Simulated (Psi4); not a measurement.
# CH3FO (SMILES OCF): TPSS/aug-cc-pVDZ

Aim: the vertical electron affinity of CH3FO at TPSS/aug-cc-pVDZ, from 2 runs. 

The results are computed with Psi4 1.11.

## Step 1: The structure to begin with

CH3FO has 6 atoms, charge 0, and is taken as a singlet. SMILES: `OCF`. Geometry: relaxed at PBE0-D4/def2-TZVP. This is one conformer, not always the lowest.

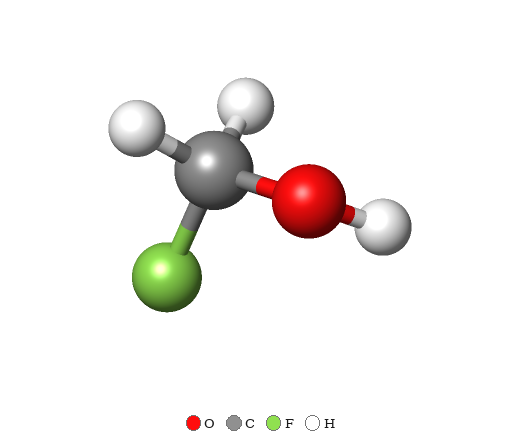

Viewed from a chosen angle; oxygen red, carbon grey, fluorine green, hydrogen white.

## Step 2: Energy and gradient at TPSS/aug-cc-pVDZ

Contents of ch3fo.py:

```python
import psi4

psi4.set_memory('1600 MB')
psi4.set_num_threads(1)
psi4.set_output_file('psi4.out', False)

mol = psi4.geometry("""
0 1
O     -1.50044254    -1.31751705    -0.46751824
C      0.47280948     0.09259658     0.43614879
F     -0.17782323     2.61386918     0.61189332
H     -1.75498865    -0.93560340    -2.22609737
H      2.14824066     0.00925966    -0.77951203
H      0.89213970    -0.58354743     2.33815813
units bohr
symmetry c1
""")

psi4.set_options({
    'basis': 'aug-cc-pVDZ',
    'reference': 'rks',
    'puream': True,
    'e_convergence': 1e-09,
    'd_convergence': 1e-08,
    'scf_type': 'pk',
    'dft_radial_points': 99,
    'dft_spherical_points': 590,
})

E, wfn = psi4.gradient("tpss", return_wfn=True)
psi4.oeprop(wfn, "WIBERG_LOWDIN_INDICES", "LOWDIN_CHARGES", "QUADRUPOLE", title="TPSS")
print('gradient / Eh bohr^-1')
print(E.np.round(6))
print(f'energy = {wfn.energy():.10f} Eh')
```

Started as:

```bash
$ python ch3fo.py
```

psi4.out:

```text
[...]
  Running in c1 symmetry.
[...]
  Nuclear repulsion =   79.440325202706575
[...]
  Multiplicity = 1
[...]
  Nalpha       = 13
  Nbeta        = 13
[...]
    Number of basis functions: 96
[...]
   @RKS iter   1:  -214.81278748846995   -2.04662e-01   7.36222e-03 DIIS/ADIIS
[...]
   @RKS iter  11:  -215.02467238099172   -5.00222e-12   3.30400e-09 DIIS
[...]
    Orbital Energies [Eh]
    ---------------------
    Doubly Occupied:
       1A    -24.425749     2A    -18.936050     3A    -10.126306
       4A     -1.135625     5A     -0.995488     6A     -0.646105
       7A     -0.516258     8A     -0.468244     9A     -0.457699
      10A     -0.367920    11A     -0.331630    12A     -0.301722
      13A     -0.278352
[...]
  @RKS Final Energy:  -215.02467238099172
   => Energetics <=
    Nuclear Repulsion Energy =             79.4403252027065747
    One-Electron Energy =                -453.4184734727040791
    Two-Electron Energy =                 184.5780212721601288
    DFT Exchange-Correlation Energy =     -25.6245453831543131
    Empirical Dispersion Energy =           0.0000000000000000
    VV10 Nonlocal Energy =                  0.0000000000000000
    Total Energy =                       -215.0246723809917171
[...]
  -Total Gradient:
     Atom            X                  Y                   Z
    ------   -----------------  -----------------  -----------------
       1        0.012797670032     0.012545739594    -0.004874038851
       2       -0.015180860024     0.011083572651    -0.002562150339
       3        0.005778111535    -0.023478316720    -0.001950830274
       4        0.001777030131    -0.001959811785     0.011287790234
       5       -0.004691636878    -0.000171295239     0.003598439427
       6       -0.000487629941     0.001972723067    -0.005477173368
[...]
 Multipole Moments:
 ------------------------------------------------------------------------------------
     Multipole            Electronic (a.u.)      Nuclear  (a.u.)        Total (a.u.)
 ------------------------------------------------------------------------------------
 L = 1.  Multiply by 2.5417464519 to convert [e a0] to [Debye]
 Dipole X            :         -0.7182408            1.1272310            0.4089902
 Dipole Y            :          2.2858948           -2.6158212           -0.3299263
 Dipole Z            :          0.3544365           -0.8104046           -0.4559681
 Magnitude           :                                                    0.6957236
 L = 2.  Multiply by 1.3450342976 to convert [e a0^2] to [Debye ang]
 Quadrupole XX       :        -37.5694710           24.7184185          -12.8510525
 Quadrupole XY       :        -18.0261457           17.3093894           -0.7167563
[...]
```

The script printed:

```text
gradient / Eh bohr^-1
[[ 0.012798  0.012546 -0.004874]
 [-0.015181  0.011084 -0.002562]
 [ 0.005778 -0.023478 -0.001951]
 [ 0.001777 -0.00196   0.011288]
 [-0.004692 -0.000171  0.003598]
 [-0.000488  0.001973 -0.005477]]
energy = -215.0246723810 Eh
```

It took 49 s on 1 thread of Intel Xeon Platinum 8488C (Sapphire Rapids), shared host; peak memory 0.87 GiB.

## Step 3: The doublet anion

Contents of job.json:

```json
{
 "schema_name": "qcschema_input",
 "schema_version": 1,
 "molecule": {
  "schema_name": "qcschema_molecule",
  "schema_version": 2,
  "symbols": ["O", "C", "F", "H", "H", "H"],
  "geometry": [-1.50044254, -1.31751705, -0.46751824, 0.47280948, 0.09259658, 0.43614879, -0.17782323, 2.61386918, 0.61189332, -1.75498865, -0.9356034, -2.22609737, 2.14824066, 0.00925966, -0.77951203, 0.8921397, -0.58354743, 2.33815813],
  "molecular_charge": -1,
  "molecular_multiplicity": 2,
  "fix_symmetry": "c1"
 },
 "driver": "gradient",
 "model": {
  "method": "tpss",
  "basis": "aug-cc-pVDZ"
 },
 "keywords": {
  "reference": "uks",
  "puream": true,
  "e_convergence": 1e-09,
  "d_convergence": 1e-08,
  "scf_type": "pk",
  "dft_radial_points": 99,
  "dft_spherical_points": 590,
  "maxiter": 200,
  "scf_properties": ["DIPOLE", "MULLIKEN_CHARGES", "LOWDIN_CHARGES"]
 }
}
```

Started as:

```bash
$ psi4 --qcschema job.json -n 1 --memory 1600MB
```

stdout:

```text
[...]
  Running in c1 symmetry.
[...]
  Nuclear repulsion =   79.440325202706575
[...]
  Multiplicity = 2
[...]
  Nalpha       = 14
  Nbeta        = 13
[...]
    Number of basis functions: 96
[...]
   @UKS iter   1:  -214.38310565522366    2.25020e-01   1.00959e-02 DIIS/ADIIS
[...]
   @UKS iter  16:  -215.00439077710880   -1.98952e-12   4.11068e-09 DIIS
[...]
   @S^2 Observed:                7.501349938E-01
[...]
  @UKS Final Energy:  -215.00439077710880
   => Energetics <=
    Nuclear Repulsion Energy =             79.4403252027065747
    One-Electron Energy =                -457.0358176018527274
    Two-Electron Energy =                 188.2997836453930631
    DFT Exchange-Correlation Energy =     -25.7086820233556921
    Empirical Dispersion Energy =           0.0000000000000000
    VV10 Nonlocal Energy =                  0.0000000000000000
    Total Energy =                       -215.0043907771087959
[...]
 Multipole Moments:
 ------------------------------------------------------------------------------------
     Multipole            Electronic (a.u.)      Nuclear  (a.u.)        Total (a.u.)
 ------------------------------------------------------------------------------------
 L = 1.  Multiply by 2.5417464519 to convert [e a0] to [Debye]
 Dipole X            :         -1.9545108            1.1272310           -0.8272798
 Dipole Y            :          3.6704851           -2.6158212            1.0546640
 Dipole Z            :          2.4988557           -0.8104046            1.6884511
 Magnitude           :                                                    2.1558235
[...]
  Mulliken Charges: (a.u.)
   Center  Symbol    Alpha    Beta     Spin     Total
       1     O     4.35311  4.17793  0.17518 -0.53104
       2     C     0.53739  2.41777 -1.88038  3.04485
       3     F     4.78186  4.69583  0.08603 -0.47769
       4     H     1.42813  0.42449  1.00365 -0.85262
       5     H     1.72510  0.62337  1.10173 -1.34847
       6     H     1.17441  0.66062  0.51379 -0.83503
   Total alpha = 14.00000, Total beta = 13.00000, Total charge = -1.00000
  Lowdin Charges: (a.u.)
   Center  Symbol    Alpha    Beta     Spin     Total
[...]
  -Total Gradient:
     Atom            X                  Y                   Z
    ------   -----------------  -----------------  -----------------
       1        0.012491951562     0.011446517892    -0.013649877664
       2       -0.014794632366     0.017461096242     0.000521965915
       3        0.007337249568    -0.029247971211    -0.004090204792
       4        0.001006703900    -0.001699230738     0.019332286811
       5       -0.004739986046     0.000046788657     0.003918154236
       6       -0.001308211233     0.001985265182    -0.006010861576
[...]
```

The result, in JSON:

```text
{
 "driver": "gradient",
 "model": {
  "method": "tpss",
  "basis": "aug-cc-pVDZ"
 },
 "success": true,
 "return_result": [0.01249195156244548, 0.011446517892340025, -0.013649877664426602, -0.01479463236587597, 0.017461096241683453, 0.0005219659148122391, 0.007337249568225894, -0.029247971211133983, -0.004090204791878098, 0.0010067039000235395, -0.0016992307376489518, 0.01933228681066229, -0.00473998604616005, 4.678865730797441e-05, 0.003918154235633034, -0.0013082112329370413, 0.0019852651820809197, -0.006010861576034032],
 "properties": {
  "calcinfo_nbasis": 96,
  "calcinfo_nmo": 96,
  "calcinfo_nalpha": 14,
  "calcinfo_nbeta": 13,
  "calcinfo_natom": 6,
  "nuclear_repulsion_energy": 79.44032520270657,
  "return_energy": -215.0043907771088,
  "return_gradient": [0.01249195156244548, 0.011446517892340025, -0.013649877664426602, -0.01479463236587597, 0.017461096241683453, 0.0005219659148122391, 0.007337249568225894, -0.029247971211133983, -0.004090204791878098, 0.0010067039000235395, -0.0016992307376489518, 0.01933228681066229, -0.00473998604616005, 4.678865730797441e-05, 0.003918154235633034, -0.0013082112329370413, 0.0019852651820809197, -0.006010861576034032],
  "scf_one_electron_energy": -457.0358176018527,
  "scf_two_electron_energy": 188.29978364539306,
  "scf_xc_energy": -25.708682023355692,
  "scf_dipole_moment": [-0.827279808658326, 1.0546639663213013, 1.688451105087334],
  "scf_total_energy": -215.0043907771088,
  "scf_total_gradient": [0.01249195156244548, 0.011446517892340025, -0.013649877664426602, -0.01479463236587597, 0.017461096241683453, 0.0005219659148122391, 0.007337249568225894, -0.029247971211133983, -0.004090204791878098, 0.0010067039000235395, -0.0016992307376489518, 0.01933228681066229, -0.00473998604616005, 4.678865730797441e-05, 0.003918154235633034, -0.0013082112329370413, 0.0019852651820809197, -0.006010861576034032],
  "scf_iterations": 16
 }
}
```

Run time: 2 min. Hardware: 1 thread of Intel Xeon Platinum 8488C (Sapphire Rapids), shared host; peak memory 0.87 GiB.

## Step 4: Summary of results

Level: TPSS/aug-cc-pVDZ.

```
                                         quantity          value
                      singlet CH3FO: total energy  -215.02467 Eh
                     singlet CH3FO: dipole moment         1.77 D
                       singlet CH3FO: HOMO energy       -7.57 eV
                       singlet CH3FO: LUMO energy       -0.60 eV
                     singlet CH3FO: HOMO–LUMO gap        6.97 eV
          singlet CH3FO: largest force on an atom     1.247 eV/Å
                      doublet anion: total energy  -215.00439 Eh
doublet anion: HOMO energy (highest over α and β)        1.80 eV
 doublet anion: LUMO energy (lowest over α and β)        2.14 eV
                              doublet anion: ⟨S²⟩          0.750
          doublet anion: largest force on an atom     1.565 eV/Å
vertical electron affinity (to the doublet anion)      -0.552 eV
```

The anion lies 0.55 eV (12.7 kcal/mol) above the neutral: the electron isn't bound at this level, and such a value depends on the basis. The largest force (singlet CH3FO) is 1.25 eV/Å: the shape isn't a stationary point for this species at this level. Mulliken charges (doublet anion) run from -1.35 on H5 to +3.04 on C2; in a basis this large or diffuse they mean little. The HOMO (doublet anion) lies at positive energy, 1.80 eV, as semi-local functionals often give for anions; only total energies tell whether the electron is bound.
